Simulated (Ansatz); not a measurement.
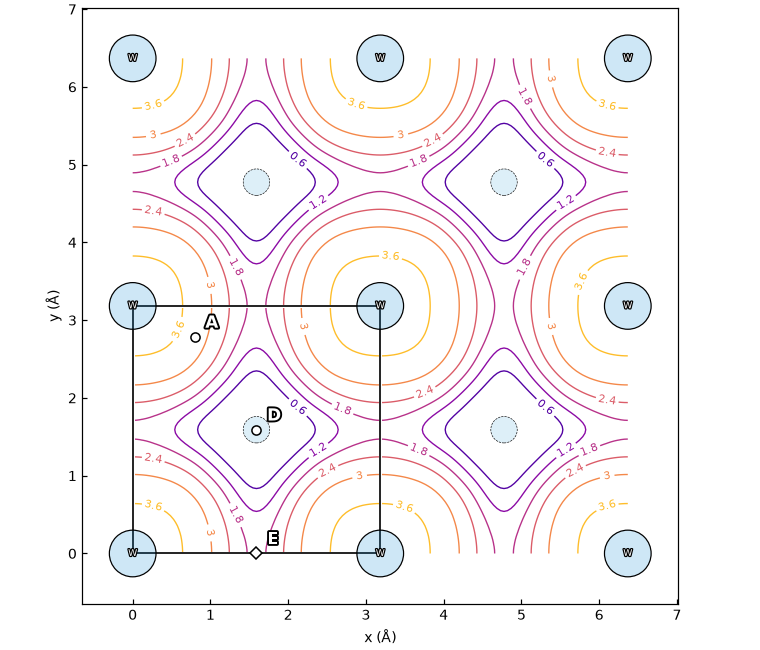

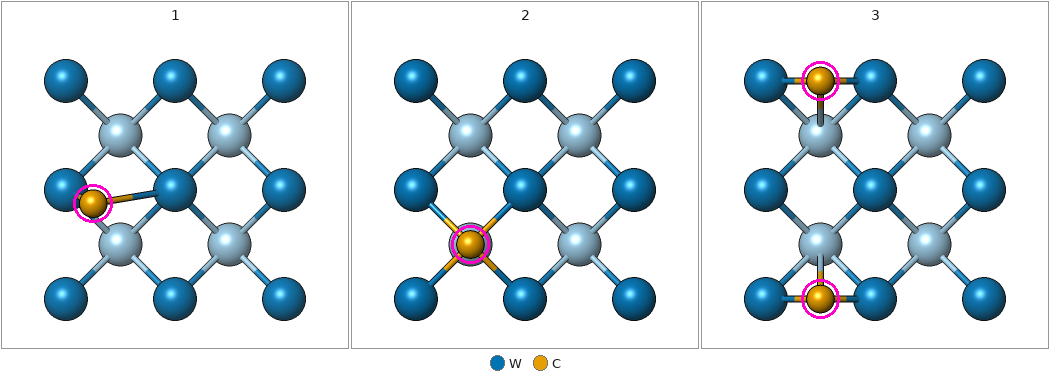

C on a W(100) slab cut from the Im-3m phase, its upper half relaxed before the scan (16 atoms of substrate and one adsorbate in a 2 × 2 cell). C is moved over the surface cell; relaxed at each place: the height of the adsorbate's atoms; substrate rigid; the origin of the map has the adsorbate above W13. Places are given modulo a cell vector. The map is drawn in real space over the plane of the surface. Grid: 8 × 8 points; 15 points were computed and 49 follow by symmetry. Places are given in fractions of the 1 × 1 surface cell. All energies are given in eV relative to the lowest grid point. Method: DFT PBE, scalar-relativistic, plane waves, PAW in Ansatz 0.2.0. Settings: cutoff 420 eV, k-mesh 4×4×1, gaussian smearing 0.1 eV, no spin polarisation.

In the figure: contour lines labelled in eV, labelled circles for the atoms of the top layer and small ones for the second layer, the outline of one cell of the 2 × 2 shown, lettered points. Between grid points the surface is interpolated. The numbered pictures are the structures at these points, in random order. Rings mark the moved atoms.

Which structure belongs to which point?

A is structure 1: (2/8, 7/8) of the cell vectors [nearest 1 W at 1.83 Å], 3.31 eV; D is structure 2: a fourfold hollow over a second-layer W atom, (4/8, 4/8) of the cell vectors, 0.00 eV; E is structure 3: a bridge site between two W atoms, (4/8, 0/8) of the cell vectors, 1.69 eV.

PAW datasets: the set soft_1.
